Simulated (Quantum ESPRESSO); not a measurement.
# Core-hole calculation of the Gd L₃ edge in GdO2 (P2_1/m), part 3 of 3

Aim: the near-edge shape at the Gd L₃ edge of GdO2 (P2_1/m), and what the core hole does to it.

Quantum ESPRESSO 7.5; X-ray absorption near-edge structure, plane-wave PAW LDA, one-electron final states by a Lanczos continued fraction.

So far. Step 3 (Spectrum without a core hole, Gd atom 1): Main maxima below 30 eV (height): 9.2 eV (1.99). At an L edge the dipole rule selects empty d (and weakly s) states on the absorber, and the strong line at the onset measures the empty part of its d band. Step 7 (Spectrum with XCH, Gd atom 1): Main maxima below 30 eV (height): 6.0 eV (2.21). 

**9. Cell with XCH, Gd atom 1**

Level of this step: plane-wave PAW DFT, LDA, scalar-relativistic, self-consistent field (Quantum ESPRESSO).

A smaller cell brings the holes closer; here they are 3.7 Å apart.

Changed against the first core-hole run: supercell atoms from 12 to 6.

Contents of scf.in:

```
&control
   calculation='scf', prefix='x', pseudo_dir='../pp', outdir='tmp', tprnfor=.true.
/
&system
   ibrav=0, nat=6, ntyp=3, nbnd=29
   ecutwfc=47, ecutrho=360
   occupations='smearing', smearing='mv', degauss=0.015
/
&electrons
   conv_thr=6.0e-08, electron_maxstep=120
   mixing_beta=0.5
/
ATOMIC_SPECIES
Gd0 1.0 Gd.lda-spdn-kjpaw-2pch.UPF
Gd 1.0 Gd.lda-spdn-kjpaw.UPF
O 1.0 O.lda-n-kjpaw.UPF
CELL_PARAMETERS angstrom
  0.00000000 -3.72870900 0.00000000
  -4.18441800 0.00000000 0.00000000
  1.52079600 0.00000000 -5.88989000
ATOMIC_POSITIONS crystal
Gd0  0.25000000 0.31905700 0.20212100
Gd   0.75000000 0.68094300 0.79787900
O    0.25000000 0.69947600 0.55901500
O    0.75000000 0.30052400 0.44098500
O    0.25000000 0.76055200 0.04321200
O    0.75000000 0.23944800 0.95678800
K_POINTS automatic
7 6 5 0 0 0
```

The run is started by

```bash
OMP_NUM_THREADS=1 mpirun --oversubscribe --bind-to none -np 4 pw.x -nk 4 -in scf.in > scf.out
```

Log:

```text
     [... banner and references ...]
[banner, memory and clock lines left out]
using ibrav=0 with symmetry is DISCOURAGED, use correct ibrav instead

     G-vector sticks info

     bravais-lattice index     =            0
     lattice parameter (alat)  =       7.0462  a.u.
     unit-cell volume          =     620.1508 (a.u.)^3
     number of atoms/cell      =            6
     number of atomic types    =            3
[...]
atom    2 type  2   force =     0.00770476    0.00000000    0.04089010
     atom    3 type  3   force =     0.02302565    0.00000000    0.04806939
     atom    4 type  3   force =    -0.01047430    0.00000000    0.05746045
     atom    5 type  3   force =     0.00370549    0.00000000   -0.04531675
     atom    6 type  3   force =     0.00100095    0.00000000   -0.05067619

     Total force =     0.125643     Total SCF correction =     0.000521

     XML data file, charge density, pseudopotentials, collected wavefunctions
[key lines of the parts left out:]
!    total energy              =   -1245.58055218 Ry
the Fermi energy is     7.1615 ev
convergence has been achieved in  13 iterations
```

The job ended after 33 s (4 MPI ranks of Intel Xeon Platinum 8488C (Sapphire Rapids), shared host; peak memory 0.17 GiB).

**10. Spectrum with XCH, Gd atom 1**

Changed against the first core-hole run: supercell atoms from 12 to 6.

Contents of xspectra.in:

```
&input_xspectra
   calculation='xanes_dipole', edge='L3'
   prefix='x', outdir='tmp', xiabs=1, xe0=7.1615
   xonly_plot=.false., x_save_file='xanes.sav'
   xniter=3000, xcheck_conv=20, xerror=0.005
   xcoordcrys=.false., xepsilon(1)=1, xepsilon(2)=0, xepsilon(3)=0
/
&plot
   xnepoint=501, xemin=-10, xemax=70, terminator=.true., cut_occ_states=.true.
   xgamma=0.4
/
&pseudos
   filecore='../Gd.wfc'
/
&cut_occ
   cut_desmooth=0.1, cut_stepl=0.05, cut_stepu=0.05, cut_ierror=1e-5
/
6 6 4 0 0 0
```

The run is started by

```bash
OMP_NUM_THREADS=1 mpirun --oversubscribe --bind-to none -np 4 xspectra.x -nk 4 -in xspectra.in > xspectra.out
```

Log:

```text
     [... banner and references ...]
Reading input_file

     calculation: xanes_dipole

     xepsilon  [cartesian coordinates]:   1.000000   0.000000   0.000000

     xonly_plot: FALSE
        => complete calculation: Lanczos + spectrum plot

     filecore (core-wavefunction file): ../Gd.wfc

     main plot parameters:
        cut_occ_states: TRUE
        gamma_mode:  constant
        -> using xgamma [eV]:  0.40
        xemin [eV]: -10.00
        xemax [eV]:  70.00
        xnepoint:  501
        xe0 [eV]:   7.161500 (energy zero read in input file)

[...]
Results of STEP 1 successfully written in x_save_file
     x_save_file name:
     ->  xanes.sav
     x_save_file version:  2

     ... End STEP 1 ...

     ... Begin STEP 2 ...

     The spectrum is calculated using the following parameters:
        xe0 [eV]:    7.1615
        the occupied states are elimintate from the spectrum
        xemin [eV]: -10.00
        xemax [eV]:  70.00
        xnepoint:  501
        constant broadening parameter [eV]:    0.400
        Core level energy [eV]:  -7243.
         (from electron binding energy of neutral atoms in X-ray data booklet)

     Cross-section successfully written in xanes.dat

     ... End STEP 2 ...

                                END JOB XSpectra
```

The job ended after 5.6 min (4 MPI ranks; peak memory 0.13 GiB).

These settings depart from the first run's and aren't meant as converged.

The scaled spectrum changes by 7 % r.m.s. The highest intensity below 24 eV goes from 6.0 eV (2.21) to 5.7 eV (2.17).

```csv
E (eV),first run,this run
-2.0,0.20,0.22
-0.5,0.30,0.33
1.0,0.49,0.56
2.5,0.89,1.05
4.0,1.67,1.83
5.5,2.18,2.16
7.0,2.05,1.94
8.5,1.43,1.30
10.0,0.95,0.88
11.5,0.72,0.69
13.0,0.61,0.60
14.5,0.56,0.55
16.0,0.54,0.54
17.5,0.55,0.55
19.0,0.55,0.54
20.5,0.54,0.54
22.0,0.54,0.54
23.5,0.55,0.55
25.0,0.56,0.56
26.5,0.56,0.55
28.0,0.56,0.56
29.5,0.59,0.59
31.0,0.62,0.62
```

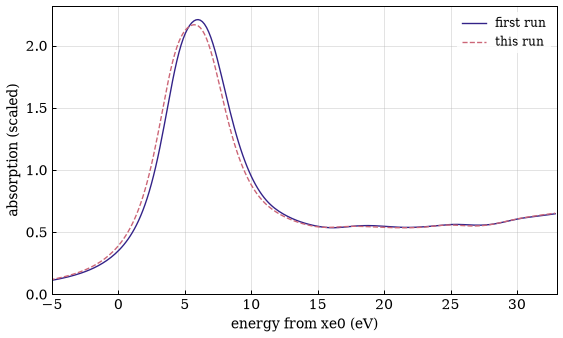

This run beside the first core-hole run.

**11. What the core hole does**

Both curves are counted from their own zero, so only the shift of weight within the empty states shows.

```csv
E (eV),no hole,XCH
-2.0,0.12,0.20
-1.0,0.15,0.26
0.0,0.18,0.35
1.0,0.22,0.49
2.0,0.29,0.72
3.0,0.39,1.12
4.0,0.56,1.67
5.0,0.84,2.09
6.0,1.24,2.21
7.0,1.64,2.05
8.0,1.89,1.65
9.0,1.99,1.24
10.0,1.93,0.95
11.0,1.67,0.77
12.0,1.33,0.67
13.0,1.07,0.61
14.0,0.91,0.57
15.0,0.81,0.55
16.0,0.74,0.54
17.0,0.70,0.54
18.0,0.69,0.55
19.0,0.68,0.55
20.0,0.67,0.55
21.0,0.66,0.54
22.0,0.65,0.54
23.0,0.65,0.54
24.0,0.65,0.55
25.0,0.65,0.56
26.0,0.65,0.56
27.0,0.65,0.56
28.0,0.64,0.56
29.0,0.63,0.58
30.0,0.64,0.60
31.0,0.66,0.62
32.0,0.67,0.63
```

With each curve scaled to its own mean, the area from −2 to 6 eV with the hole is 7.9 against 3.3, and the centre of weight from −1 to 20 eV moves by -2.1 eV: the hole pulls the absorber's empty states down.

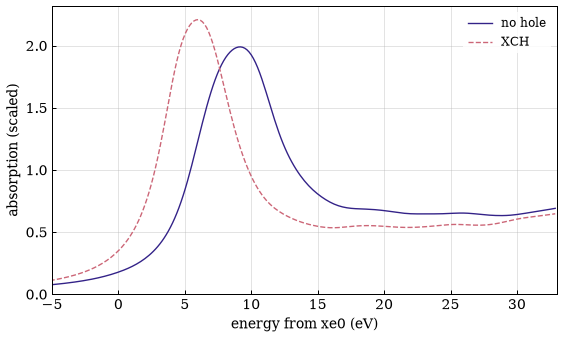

The Gd L₃ edge with and without the core hole, each from its own zero; the highest intensity below 24 eV lies at 6.0 eV with the hole.

**12. Runs not followed above**

These runs aren't followed: redraws of a spectrum that repeat one shown, runs with a planted fault or a state judged unsound, or a program's part that gave no sound spectrum.

| program | step | status | elapsed |
| --- | --- | --- | --- |
| Quantum ESPRESSO | no core hole, redrawn | converged | 25 s |
| Quantum ESPRESSO | spectrum with XCH, redrawn | converged | 18 s |

**13. Outcome**

- absorber and edge: Gd L₃, atom 1 of the ground-state input (counted from 1)
- surroundings: 2 O at 2.29 Å, 1 O at 2.35 Å, 2 O at 2.36 Å and 2 O at 2.38 Å (7-fold, site symmetry m)
- highest intensity below 24 eV: 6.0 eV above the zero, height 2.21

**Reading.** The Gd L₃ edge of atom 1, with 2 O at 2.29 Å, 1 O at 2.35 Å, 2 O at 2.36 Å and 2 O at 2.38 Å (7-fold, site symmetry m), has its highest intensity of the first 24 eV at 6.0 eV above the zero, 2.2 times the mean level of the first 20 eV (Lorentzian half width 2 eV (not a setting of the program: the run's 0.4 eV curve was folded afterwards with a further Lorentzian)). With each curve scaled to its own mean, the area from −2 to 6 eV with the hole is 7.9 against 3.3, and the centre of weight from −1 to 20 eV moves by -2.1 eV: the hole pulls the absorber's empty states down. A cell with holes 3.7 Å apart changes the curve by 7 % r.m.s. (2 % after the best shift). 2 further runs of this session are left out of this account as redundant. Only the L₃ part is meant: spin–orbit coupling of the core level isn't computed and the L₂ copy isn't added. The run has no spin polarisation, although Gd can carry a moment. Lanthanide 4f electrons are frozen in the core. The unit cell's mesh shows no gap over 0.35 eV. That is right for a metallic compound; for a small-gap or correlated insulator it would be the fault of the functional or of the assumed magnetic order, and the hole would be screened too well. The holes are only 5.6 Å apart, so the shape is probably not converged with cell size; no larger cell was run here. The structure is a computed Materials Project entry and may be a hypothetical form.

[Banner, clock and machine lines of the logs are left out without a mark of their own.]

[Logs are printed without paths, hosts, clocks, repeated set-up lines and the standing remarks that a program may print on its own settings, such as how far it seeks lower states.]

[Hosts, paths, dates, database ids (printed as entryN), source tags and the programs' standing remarks are cut or masked in the printed files.]

[Lists of maxima count a maximum above −3 eV only where it reaches 4 % of the highest in the window and stands out from its surroundings by 2 % of it (1.5 % where it reaches 55 %); shoulders and weaker maxima are passed over, and of the rest the first, up to two pre-edge ones and the few strongest are named.]
